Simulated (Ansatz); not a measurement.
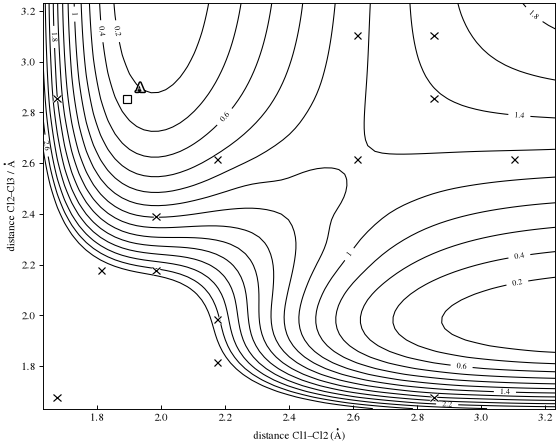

The system Cl⁻ + Cl₂. 
- The first coordinate is: distance Cl1–Cl2; the second: distance Cl2–Cl3.
- Nothing is relaxed (the angle Cl1–Cl2–Cl3 is fixed at 90 degrees).
- Grid: 17 × 17 points; 146 points were computed and 129 follow by symmetry. At 14 points there is no value.
- Points are written as (first, second).
- All energies are given in eV relative to the lowest grid point.
- The reference is spin-restricted, so regions where a bond is pulled apart into radicals lie too high.
- Computed with RKS PBE0-D4/def2-TZVPD in Ansatz.

In the figure: contour lines labelled in eV (none above 2.8), crosses at grid points without a value, the point A. Between grid points the surface is interpolated.

**Is A at rest? If not, where is it pushed?**

A, at (1.896 Å, 2.853 Å), is not a stationary point. The computed force is 2.1 eV for each Å towards larger values of distance Cl1–Cl2 and 1.1 eV for each Å towards larger values of distance Cl2–Cl3.
